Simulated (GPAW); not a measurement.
Property calculation of CH$_{4}$BNO

The run: property calculation of CH$_{4}$BNO. Method and program: PBE0/dzp, scalar-relativistic datasets (GPAW 26.7.0).

The geometry comes from this level: GFN2-xTB.

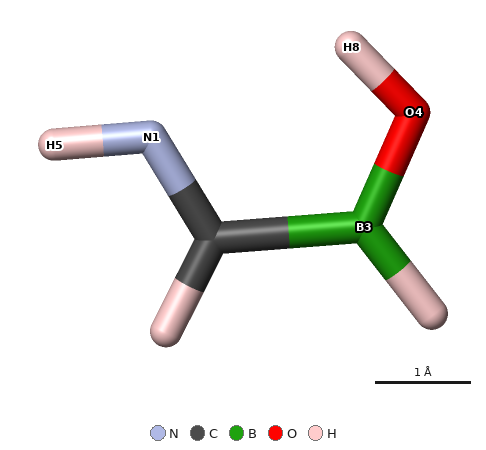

Fig. 1: The structure as given in the input (stick view, seen on its broad side; atoms are numbered from 1 in the order of the input).

## The input (run.py)
```python
import numpy as np
from ase.io import read
from ase.units import Debye
from gpaw import GPAW

# Structure
atoms = read("run.xyz")
atoms.center(vacuum=4.5)

# DFT calculator
gpaw_calc = GPAW(mode="lcao", basis="dzp", maxiter=97, xc="PBE0", h=0.25, txt="-")
atoms.calc = gpaw_calc

energy = atoms.get_potential_energy()
print(f"Energy                  {energy:.5f} eV")
forces = atoms.get_forces()
print("Forces (eV/Ang)")
for symbol, f in zip(atoms.symbols, forces):
    print(f'{symbol:2} {f[0]:9.4f} {f[1]:9.4f} {f[2]:9.4f}')
dipole = atoms.get_dipole_moment() / Debye
print(f"Dipole                  {np.linalg.norm(dipole):.3f} D")
homo, lumo = gpaw_calc.get_homo_lumo()
print(f"HOMO = {homo:.3f} eV")
print(f"LUMO: {lumo:.3f} eV")
print(f"Gap                     {lumo - homo:.3f} eV")
```

## File run.xyz
```
8

N     -0.951680     0.790230    -0.607410
C      0.069450     0.732100     0.136730
B      0.677210    -0.716530     0.413600
O      0.079610    -1.753700    -0.146540
H     -1.336870     1.719340    -0.781300
H      0.527640     1.630150     0.579770
H      1.618820    -0.900910     1.083880
H     -0.684190    -1.500680    -0.678720
```

Machine: 1 thread of Intel Xeon @ 2.50GHz (Skylake/Cascade Lake), 12 GiB of memory available, shared host.

Launched with:
```bash
python3 -u run.py | tee run.out
```

## Output
```
__  _  _
 | _ |_)|_||  |
 |__||  | ||/\| - 26.7.0

units:  Angstrom and eV
cores:  1
OpenMP: False

Versions:
  Python: 3.12.14
  ASE:    3.29.0
  Numpy:  2.5.5
  Scipy:  1.18.1
  Libxc:  7.0.0

        _gpaw.cpython-312-x86_64-linux-gnu.so

Input parameters:
  mode=LCAO(),
  basis={'default': 'dzp'},
  h=0.25,
  maxiter=97,
  xc=XC(name='PBE0')
gpaw.dft.LegacyGPAWError
```

## Outcome

```csv
quantity,value
outcome,refused by the program
```

## Diagnosis

Some settings of this run were drawn to be unusual or wrong (mode set to lcao (from fd); basis set to dzp; h set to 0.25 (from 0.2); xc set to PBE0 (from PBE)). The program refused the input.
